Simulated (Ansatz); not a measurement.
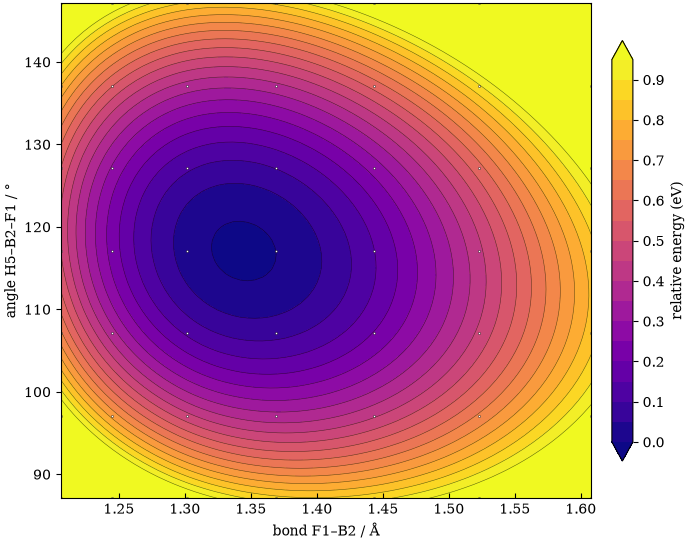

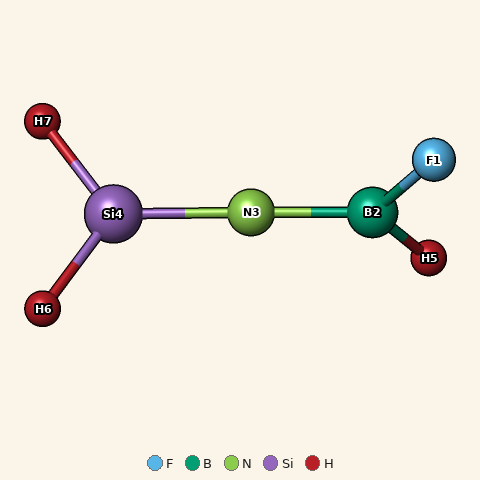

Energy landscape of BFH3NSi, SMILES FBN=[SiH2]. Two internal coordinates are moved rigidly from the geometry relaxed at PBE0-D4/def2-TZVP, all others fixed. The first coordinate is: bond F1–B2; the second: angle H5–B2–F1. The scan uses a 7 × 7 grid. Energies: eV, counted from the lowest grid point. All numbers below come from Ansatz 0.2.0, RHF-CCSD(T), frozen core/def2-TZVPP.

In the figure: filled contours, dots at the grid points, one colour for all values above the top of the scale. Between grid points the surface is interpolated. The second picture is the structure at the lowest point.

> Describe this landscape.

The lowest grid point is at bond F1–B2 = 1.369 Å, angle H5–B2–F1 = 117°. No other kind of well shows on this grid. The highest grid point, bond F1–B2 = 1.608 Å, angle H5–B2–F1 = 147°, lies 1.81 eV above the lowest. Round the minimum the two coordinates are weakly coupled (coupling 0.13 in units of the two stiffnesses).

The input of one point:

```yaml
crystal:
  periodic: [false, false, false]
  atoms:
    - {symbol: F, position_ang: [0.001842, -2.092484, 1.316362]}
    - {symbol: B, position_ang: [0.321138, -1.444387, 0.153529]}
    - {symbol: N, position_ang: [0.033187, -0.103140, -0.009591]}
    - {symbol: Si, position_ang: [-0.283614, 1.416204, -0.223499]}
    - {symbol: H, position_ang: [0.856164, -2.091840, -0.704272]}
    - {symbol: H, position_ang: [-1.552075, 1.901943, -0.808896]}
    - {symbol: H, position_ang: [0.664088, 2.495857, 0.128344]}
basis:
  gaussian: {orbitals: def2-TZVPP}
correlation: {method: ccsd_t}
```
